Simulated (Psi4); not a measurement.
**HF/STO-3G run of CHF3O3S (SMILES O=S(=O)(O)C(F)(F)F)**

What is the energy change on altering one bond length of CHF3O3S at HF/STO-3G? 

The calculation is run with Psi4 1.11.

1 further run of the same task is left out (set aside as unsound or not needed). Runs told in other sessions of the task aren't counted.

### 1 The molecule

CHF3O3S has 9 atoms, charge 0, and is taken as a singlet. SMILES: `O=S(=O)(O)C(F)(F)F`. Geometry: relaxed at PBE0-D4/def2-TZVP. This is one conformer, not always the lowest.

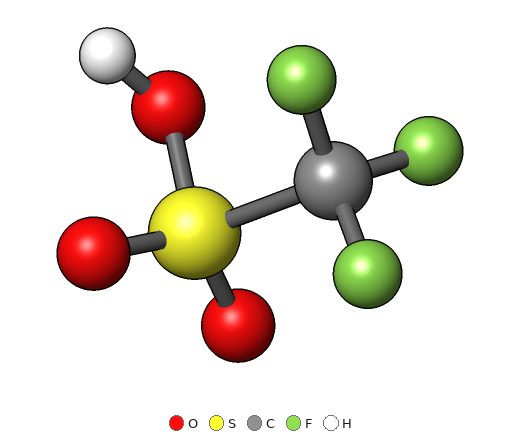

The structure, seen from a chosen angle (oxygen red, sulfur yellow, carbon grey, fluorine green, hydrogen white).

### 2 Energy and gradient at HF/STO-3G

File chf3o3s.xyz:

```xyz
9
CHF3O3S
O      1.462890    -0.581870     0.985740
S      0.298500    -0.778940     0.194370
O      0.144480    -1.837650    -0.729970
O     -0.972740    -0.777950     1.128120
C      0.003130     0.796730    -0.725230
F     -0.076560     1.801740     0.138180
F      1.014380     1.004120    -1.547510
F     -1.120920     0.723830    -1.412290
H     -0.753170    -0.350000     1.968590
```

File calc.py:

```python
import psi4

psi4.set_memory(2200000000)
psi4.set_num_threads(1)
psi4.set_output_file('run.log', False)

with open('chf3o3s.xyz') as f:
    atoms = ''.join(f.readlines()[2:])
m = psi4.geometry('0 1\n' + atoms + 'symmetry c1\nno_reorient\nno_com')

psi4.set_options({
    'reference': 'rhf',
    'puream': True,
    'e_convergence': 1e-09,
    'd_convergence': 1e-08,
    'scf_type': 'pk',
})

e = psi4.gradient('scf/STO-3G', molecule=m)
print('gradient / Eh bohr^-1')
print(e.np.round(6))
for k, v in sorted(psi4.core.scalar_variables().items()):
    print(f'{k:45s} {v:18.10f}')
```

Command:

```console
$ python calc.py
```

run.log:

```text
[...]
  Running in c1 symmetry.
[...]
  Nuclear repulsion =  572.265529984232899
[...]
  Multiplicity = 1
[...]
  Nalpha       = 37
  Nbeta        = 37
[...]
    Number of basis functions: 45
[...]
   @RHF iter   1:  -945.77930098854119   -1.61436e+00   1.92043e-02 DIIS/ADIIS
[...]
   @RHF iter  13:  -946.34708080398309    6.82121e-13   4.69715e-09 DIIS
[...]
    Orbital Energies [Eh]
    ---------------------
    Doubly Occupied:
       1A    -91.286205     2A    -26.031024     3A    -26.030437
       4A    -26.027901     5A    -20.311671     6A    -20.128231
       7A    -20.125873     8A    -11.311802     9A     -9.132348
      10A     -6.768799    11A     -6.765730    12A     -6.764261
      13A     -1.674525    14A     -1.568097    15A     -1.567294
      16A     -1.487843    17A     -1.341672    18A     -1.296051
      19A     -0.968599    20A     -0.819879    21A     -0.768710
      22A     -0.722141    23A     -0.719976    24A     -0.631318
      25A     -0.597743    26A     -0.587633    27A     -0.565711
      28A     -0.561710    29A     -0.532325    30A     -0.518408
      31A     -0.517241    32A     -0.485371    33A     -0.465150
      34A     -0.351538    35A     -0.345138    36A     -0.329193
[...]
  @RHF Final Energy:  -946.34708080398309
   => Energetics <=
    Nuclear Repulsion Energy =            572.2655299842328986
    One-Electron Energy =               -2456.4057231135830079
    Two-Electron Energy =                 937.7931123253670194
    Total Energy =                       -946.3470808039830899
[...]
 Multipole Moments:
 ------------------------------------------------------------------------------------
     Multipole            Electronic (a.u.)      Nuclear  (a.u.)        Total (a.u.)
 ------------------------------------------------------------------------------------
 L = 1.  Multiply by 2.5417464519 to convert [e a0] to [Debye]
 Dipole X            :        -14.5676637           14.1176715           -0.4499922
 Dipole Y            :          4.2682142           -3.4869415            0.7812726
 Dipole Z            :         26.2252829          -25.6933400            0.5319429
 Magnitude           :                                                    1.0468253
[...]
  -Total Gradient:
     Atom            X                  Y                   Z
    ------   -----------------  -----------------  -----------------
       1       -0.188300489511    -0.031303473710    -0.135337416065
       2        0.045343625670    -0.087638230553     0.014897440414
       3        0.028296560915     0.186906671973     0.157419686015
       4        0.106911119557     0.006223609172    -0.048957322381
       5        0.008165974745    -0.014707650151    -0.002454081431
       6        0.003365585816    -0.044849946440    -0.039010011016
       7       -0.050107947887    -0.009491252549     0.040229797648
       8        0.055723742827     0.004548098913     0.034341377238
       9       -0.009398172132    -0.009687826653    -0.021129470417
[...]
```

The script printed:

```text
gradient / Eh bohr^-1
[[-0.1883   -0.031303 -0.135337]
 [ 0.045344 -0.087638  0.014897]
 [ 0.028297  0.186907  0.15742 ]
 [ 0.106911  0.006224 -0.048957]
 [ 0.008166 -0.014708 -0.002454]
 [ 0.003366 -0.04485  -0.03901 ]
 [-0.050108 -0.009491  0.04023 ]
 [ 0.055724  0.004548  0.034341]
 [-0.009398 -0.009688 -0.021129]]
CURRENT ENERGY                                   -946.3470808040
CURRENT REFERENCE ENERGY                         -946.3470808040
DD SOLVATION ENERGY                                 0.0000000000
HF KINETIC ENERGY                                 937.4128234898
HF POTENTIAL ENERGY                             -1883.7599042938
HF TOTAL ENERGY                                  -946.3470808040
HF VIRIAL RATIO                                     2.0095307607
NUCLEAR REPULSION ENERGY                          572.2655299842
ONE-ELECTRON ENERGY                             -2456.4057231136
PCM POLARIZATION ENERGY                             0.0000000000
PE ENERGY                                           0.0000000000
SCF ITERATION ENERGY                             -946.3470808040
SCF ITERATIONS                                     13.0000000000
SCF TOTAL ENERGY                                 -946.3470808040
TWO-ELECTRON ENERGY                               937.7931123254
```

It took 1.7 s on 1 thread of AMD EPYC 9R45 (Zen 5), shared host; peak memory 0.18 GiB.

### 3 The distorted shape

File job.py:

```python
import psi4

psi4.set_memory(2200000000)
psi4.set_num_threads(1)
psi4.core.set_output_file('chf3o3s.out', False)

molecule = psi4.geometry("""
0 1
O      2.93191575    -1.99286738     2.38412572
S      0.73153755    -2.36527570     0.88865316
O      0.44048193    -4.36594765    -0.85809629
O     -1.67075789    -2.36340488     2.65318493
C      0.00591484     1.50560150    -1.37048608
F     -0.14467743     3.40479515     0.26112236
F      1.91690039     1.89751180    -2.92437008
F     -2.11823181     1.36784046    -2.66884131
H     -1.25583072    -1.55469658     4.24144304
units bohr
symmetry c1
no_reorient
no_com
""")

options = {'basis': 'STO-3G', 'puream': True, 'e_convergence': 1e-09, 'd_convergence': 1e-08, 'scf_type': 'pk'}
psi4.set_options(options)

E, wfn = psi4.gradient('hf', molecule=molecule, return_wfn=True)
print('gradient / Eh bohr^-1')
print(E.np.round(6))
print(f'energy = {wfn.energy():.10f} Eh')
```

Command:

```console
$ python job.py
```

chf3o3s.out, cut to the lines that bear on the results:

```text
[...]
  Running in c1 symmetry.
[...]
  Nuclear repulsion =  532.670547651847414
[...]
  Multiplicity = 1
[...]
  Nalpha       = 37
  Nbeta        = 37
[...]
    Number of basis functions: 45
[...]
   @RHF iter   1:  -945.80493895226448   -1.88739e+00   1.80794e-02 ADIIS/DIIS
[...]
   @RHF iter  14:  -946.32832428955589   -2.61480e-12   6.37269e-09 DIIS
[...]
  @RHF Final Energy:  -946.32832428955589
   => Energetics <=
    Nuclear Repulsion Energy =            532.6705476518474143
    One-Electron Energy =               -2378.4332821285056525
    Two-Electron Energy =                 899.4344101871024577
    Total Energy =                       -946.3283242895558942
[...]
 Multipole Moments:
 ------------------------------------------------------------------------------------
     Multipole            Electronic (a.u.)      Nuclear  (a.u.)        Total (a.u.)
 ------------------------------------------------------------------------------------
 L = 1.  Multiply by 2.5417464519 to convert [e a0] to [Debye]
 Dipole X            :        -21.3663726           20.9832978           -0.3830748
 Dipole Y            :         40.6537812          -40.1119314            0.5418498
 Dipole Z            :          4.9739696           -4.3181093            0.6558603
 Magnitude           :                                                    0.9330060
[...]
  -Total Gradient:
     Atom            X                  Y                   Z
    ------   -----------------  -----------------  -----------------
       1       -0.186041451220    -0.028946847439    -0.132878037120
       2        0.073631023595    -0.211711871272     0.081013690752
       3        0.027127186879     0.185080368312     0.154762580334
       4        0.103372413797     0.011495110461    -0.047699435896
       5       -0.013429256962     0.078529114886    -0.055174437289
       6        0.001735263697    -0.030815427810    -0.035605411142
       7       -0.043309064921    -0.002383331381     0.030847602415
       8        0.046532850049     0.009890102620     0.025692240480
       9       -0.009618964916    -0.011137218395    -0.020958792530
[...]
```

Standard output:

```text
gradient / Eh bohr^-1
[[-0.186041 -0.028947 -0.132878]
 [ 0.073631 -0.211712  0.081014]
 [ 0.027127  0.18508   0.154763]
 [ 0.103372  0.011495 -0.047699]
 [-0.013429  0.078529 -0.055174]
 [ 0.001735 -0.030815 -0.035605]
 [-0.043309 -0.002383  0.030848]
 [ 0.046533  0.00989   0.025692]
 [-0.009619 -0.011137 -0.020959]]
energy = -946.3283242896 Eh
```

It took 1.9 s on 1 thread of AMD EPYC 9R45 (Zen 5), shared host; peak memory 0.18 GiB.

### 4 What came out

At HF/STO-3G:

| quantity | value |
| --- | --- |
| first shape: total energy | -946.34708 Eh |
| first shape: dipole moment | 2.66 D |
| first shape: HOMO energy | -8.22 eV |
| first shape: LUMO energy | 8.56 eV |
| first shape: HOMO–LUMO gap | 16.79 eV |
| first shape: largest force on an atom | 12.650 eV/Å |
| distorted shape: total energy | -946.32832 Eh |
| distorted shape: dipole moment | 2.37 D |
| distorted shape: HOMO energy | -6.47 eV |
| distorted shape: LUMO energy | 3.65 eV |
| distorted shape: HOMO–LUMO gap | 10.12 eV |
| distorted shape: largest force on an atom | 12.484 eV/Å |
| energy change with the S2–C5 bond stretched from 1.848 to 2.403 Å | 0.510 eV |

**Reading.** With the S2–C5 bond stretched from 1.848 to 2.403 Å the energy rises by 0.51 eV (11.8 kcal/mol). The first shape isn't relaxed at this level, so the change isn't measured from a minimum. The minimal basis adds a large error of its own. The largest force (first shape) is 12.65 eV/Å: too large for a shape near rest; a basis without polarisation functions on a geometry from another level can give that.
